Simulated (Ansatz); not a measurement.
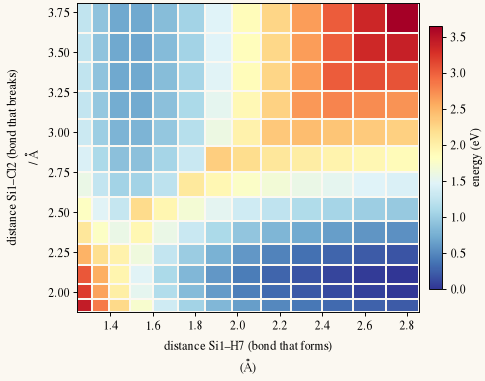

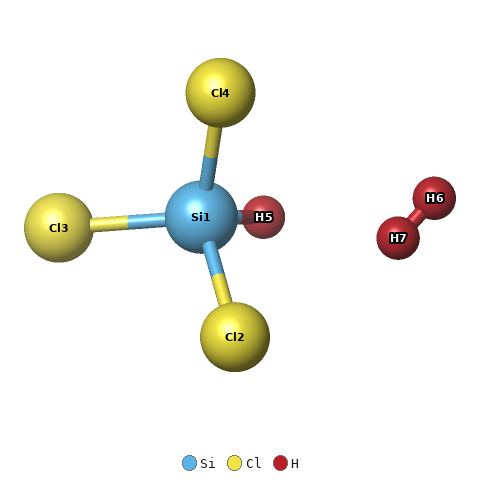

Energy landscape of the reacting system Cl₃H₃Si (fragments Cl₃HSi + H₂ where the first distance is long, Cl₂H₂Si + ClH where the second is long). First axis: distance Si1–H7 (bond that forms). Second axis: distance Si1–Cl2 (bond that breaks). Relaxed at each point: all other coordinates. The scan uses a 13 × 13 grid. Points are written as (first, second). Energies are in eV, from the lowest grid point. Energies and slopes of some neighbouring points disagree (a jump in structure or state, or too coarse a mesh). The reference is spin-restricted, so regions where a bond is pulled apart into radicals lie too high. All numbers below come from RKS PBE-D4/def2-SVP in Ansatz.

Drawn: one coloured cell a grid point. The second picture is the structure at the lowest point.

> Where are the lowest and the highest points?

The lowest grid point is at (2.778 Å, 2.109 Å). It lies in a valley that leaves the map towards separated partners. Other grid points that lie below all their neighbours: (1.543 Å, 3.531 Å) (0.69 eV higher). The highest grid point, (2.778 Å, 3.717 Å), lies 3.65 eV above the lowest.

The values on the grid:

```
second ↓, first →  1.278  1.345  1.438  1.543  1.658  1.780  1.909  2.043  2.182  2.325  2.472  2.623  2.778
            3.717   1.25   0.93   0.71   0.70   0.86   1.05   1.47   1.86   2.26   2.65   3.01   3.35   3.65
            3.531   1.24   0.92   0.70   0.69   0.85   1.05   1.46   1.85   2.25   2.64   3.01   3.34   3.40
            3.350   1.25   0.92   0.71   0.70   0.86   1.06   1.48   1.86   2.26   2.65   3.01   3.11   3.07
            3.173   1.27   0.94   0.73   0.73   0.89   1.10   1.52   1.90   2.29   2.67   2.78   2.74   2.71
            3.001   1.32   1.00   0.79   0.79   0.95   1.18   1.60   1.98   2.36   2.45   2.39   2.34   2.30
            2.835   1.42   1.10   0.89   0.89   1.06   1.31   2.31   2.20   2.11   2.03   1.96   1.91   1.87
            2.674   1.58   1.26   1.05   1.05   1.22   2.08   1.92   1.78   1.67   1.58   1.51   1.46   1.42
            2.520   1.80   1.48   1.28   2.22   1.93   1.69   1.51   1.35   1.23   1.13   1.06   1.01   0.97
            2.373   2.10   1.78   1.58   1.91   1.57   1.31   1.10   0.94   0.81   0.71   0.64   0.58   0.54
            2.235   2.51   2.19   1.98   1.63   1.26   0.99   0.77   0.59   0.46   0.35   0.28   0.22   0.18
            2.109   3.04   2.55   1.95   1.47   1.10   0.81   0.59   0.42   0.28   0.18   0.10   0.04   0.00
            1.998   3.19   2.61   2.01   1.52   1.14   0.85   0.62   0.44   0.30   0.20   0.12   0.07   0.03
            1.917   3.42   2.84   2.23   1.74   1.35   1.05   0.82   0.63   0.49   0.39   0.31   0.27   0.23
```

Time for the 169 points that were run: 27 min on 1 thread of Arm Neoverse V2 (shared host).
